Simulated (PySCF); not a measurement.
## Excited-state calculation of C3H5P3Si

- system: C3H5P3Si
- method: TDDFT wB97X-D/def2-SVPD, vertical, gas phase, core orbitals frozen in the response (PySCF 2.14.0)

The geometry comes from this level: GFN2-xTB.

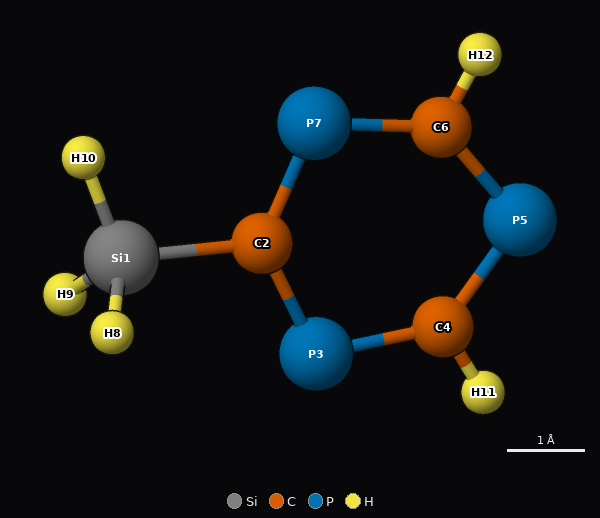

*The structure (ball-and-stick view, seen at a tilt; atoms are numbered from 1 in the order of the input).*

Summary:

```tsv
quantity	value
outcome	converged
total energy	−1430.281081 hartree
HOMO	−9.25 eV
LUMO	−1.15 eV
dipole moment	0.30 D
mean polarisability	136.01 a.u.
lowest singlet excitation	3.67 eV
hardware	1 CPU thread, shared host
wall time	82 s
peak memory	0.86 GiB
```

Input file:
```
{"job": {"kind": "uv", "xc": "wB97X-D", "basis": "def2-SVPD", "nstates": 8, "ntriplets": 3}, "charge": 0, "multiplicity": 1}
Si     2.433833    -0.240509     0.324294
C      0.554162    -0.042440     0.075064
P     -0.316682    -1.549048     0.067418
C     -1.988666    -1.177919    -0.175508
P     -2.892034     0.281992    -0.388854
C     -1.713232     1.545028    -0.325924
P      0.003548     1.596963    -0.111578
H      2.990017    -0.965468    -0.821591
H      2.668448    -1.012442     1.546968
H      3.018378     1.096359     0.428275
H     -2.612038    -2.070580    -0.195598
H     -2.144535     2.537378    -0.448995
```

The first line tells a small driver script what to run in PySCF; the rest is the geometry in Å.

Launch command:
```bash
OMP_NUM_THREADS=1 python <driver script> task.json out
```

The program's output:
```
coarse grid: 12856 points
cycle   1  E = -1430.0855303767  dE =  8.613e-01  |g| = 2.033e-01  |ddm| = 5.629e+00
cycle   2  E = -1430.1033699236  dE = -1.784e-02  |g| = 5.484e-02  |ddm| = 7.248e-01
cycle   3  E = -1430.1044216933  dE = -1.052e-03  |g| = 4.347e-02  |ddm| = 2.182e-01
cycle   4  E = -1430.1049171108  dE = -4.954e-04  |g| = 1.358e-02  |ddm| = 8.275e-02
cycle   5  E = -1430.1049921939  dE = -7.508e-05  |g| = 4.531e-03  |ddm| = 3.015e-02
cycle   6  E = -1430.1050021691  dE = -9.975e-06  |g| = 2.609e-03  |ddm| = 1.053e-02
final grid: 108192 points
cycle   7  E = -1430.2810701071  dE = -8.723e-05  |g| = 4.778e-03  |ddm| = 1.165e-01
cycle   8  E = -1430.2810757869  dE = -5.680e-06  |g| = 3.502e-03  |ddm| = 1.981e-02
cycle   9  E = -1430.2810796467  dE = -3.860e-06  |g| = 1.528e-03  |ddm| = 6.342e-03
cycle  10  E = -1430.2810806655  dE = -1.019e-06  |g| = 6.078e-04  |ddm| = 3.457e-03
cycle  11  E = -1430.2810809272  dE = -2.617e-07  |g| = 1.753e-04  |ddm| = 2.004e-03
cycle  12  E = -1430.2810809597  dE = -3.253e-08  |g| = 1.266e-04  |ddm| = 6.012e-04
cycle  13  E = -1430.2810809695  dE = -9.864e-09  |g| = 1.561e-05  |ddm| = 3.872e-04
cycle  14  E = -1430.2810809698  dE = -2.028e-10  |g| = 9.606e-06  |ddm| = 8.447e-05
```

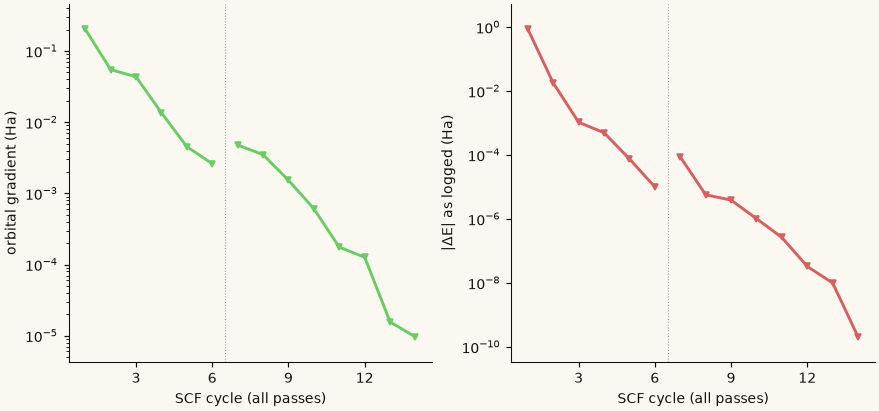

*Convergence of the self-consistent field: orbital gradient and size of the energy change against the SCF cycle. The dotted line marks the change from a coarse to the final integration grid.*

The first 6 cycles use a coarse grid, the final grid takes over at cycle 7, and the field converges after 14 cycles in all.

```
converged SCF energy = -1430.2810809698

Static polarisability (au): isotropic 136.011, principal 86.915 142.630 178.486

Singlet excitations
state   eV       nm        f      main configurations
  1   3.6665    338.2   0.01579   H->L 0.45, H-1->L 0.31, H->L+1 0.23
  2   3.6910    335.9   0.00870   H->L 0.53, H-1->L 0.25, H->L+1 0.20
  3   3.8099    325.4   0.00003   H->L+1 0.56, H-1->L 0.42
  4   3.8342    323.4   0.00044   H-3->L 0.51, H-2->L+1 0.46
  5   3.8576    321.4   0.00046   H-1->L+1 0.96
  6   4.4156    280.8   0.02391   H-2->L 0.64, H-3->L+1 0.33
  7   4.9560    250.2   0.22339   H-2->L+1 0.29, H-3->L+1 0.28, H-3->L 0.24
  8   4.9983    248.1   0.37835   H-3->L+1 0.34, H-2->L+1 0.20, H-3->L 0.19

Triplet excitations (Tamm-Dancoff, eV): 2.7928 3.0416 3.1848
```

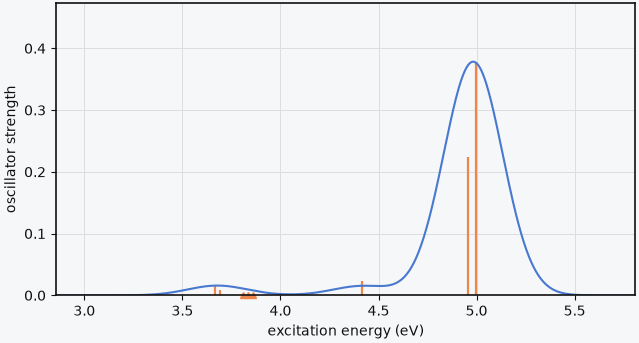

*Computed excitations as sticks (degenerate states added up, dark ones marked on the axis), with a Gaussian envelope of 0.35 eV full width at half maximum, scaled to the tallest.*

Of the 8 states the lowest lies at 3.67 eV (f = 0.016); the strongest line is at 5.00 eV, or 248 nm (f = 0.378).

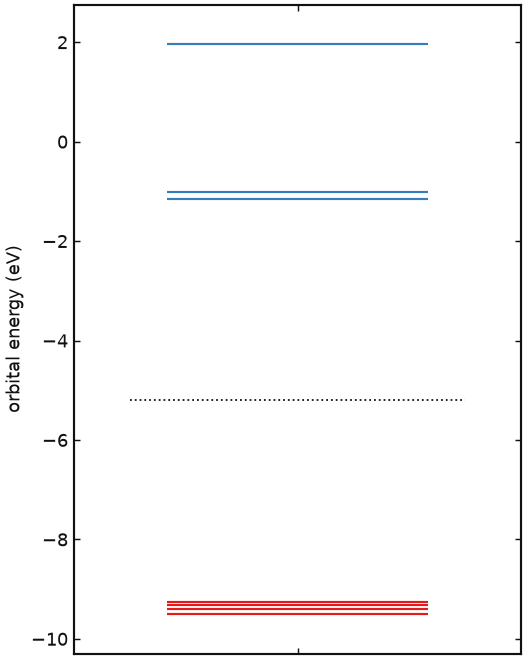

*Orbital energies near the frontier; the dotted line parts filled from empty levels, and levels within 0.02 eV of each other stand side by side.*

Highest filled −9.25 eV, lowest empty −1.15 eV, 8.10 eV apart.
